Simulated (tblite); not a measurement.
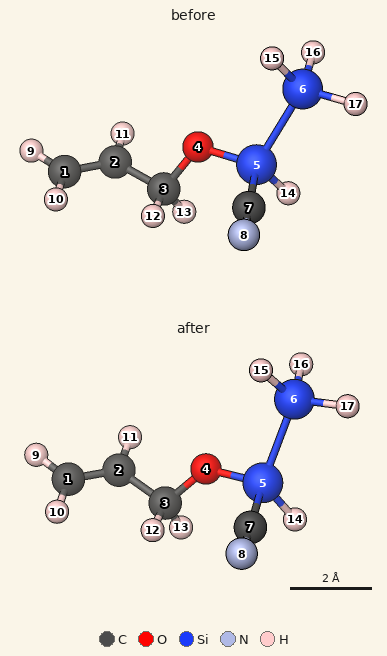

The structure of C$_{4}$H$_{9}$NOSi$_{2}$ before (top) and after (bottom) a relaxation, at one scale.

A ball-and-stick model, seen at a tilt.

Method: GFN2-xTB geometry optimisation, gas phase (tblite 0.8.0). 

Summarise the run.

H14 moves most after the best rigid fit: 0.42 Å. By element the largest moves are H 0.42 Å, O 0.30 Å, Si 0.25 Å, C 0.18 Å, N 0.16 Å. Some distances before and after: O4–Si5 1.679 → 1.619 Å, Si6–H16 1.503 → 1.466 Å, C3–O4 1.435 → 1.405 Å, Si6–H15 1.490 → 1.465 Å. Among the angles between lasting bonds that change: C3–O4–Si5 117.9° → 130.4°, Si6–Si5–H14 109.7° → 121.1°, C7–Si5–H14 110.3° → 99.9°. Over 86 geometry steps the energy falls by 0.287 eV. The run took 0.7 s on 1 thread of Arm Neoverse V1 (shared host).
